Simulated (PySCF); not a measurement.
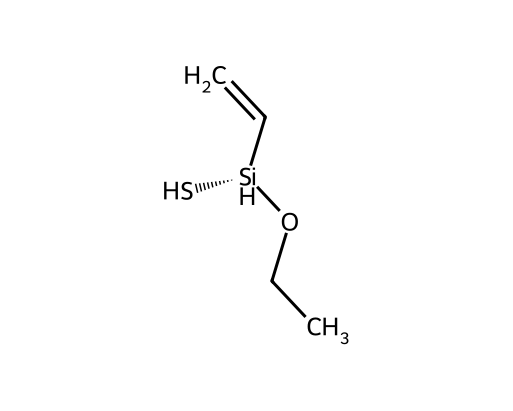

The geometry was computed by an optimisation with GFN2-xTB. No frequency run is at hand to confirm it as a minimum. Properties computed with CAM-B3LYP/def2-SVPD, gas phase (PySCF 2.14.0). Excitations: vertical, linear response.

Give the dipole moment at this level.

Answer. 1.22 D.

What is the mean static polarisability?

Answer. 98.8 bohr³.

What is the brightest of the 8 lowest singlets?

Answer. 7.45 eV.

Give the LUMO energy (Kohn–Sham orbital) at this level.

Answer. 0.42 eV.

The geometry is semi-empirical. Around Si such bond lengths and angles can be off by a tenth of an ångström or more and by several degrees, and values that hang on the shape move with them.
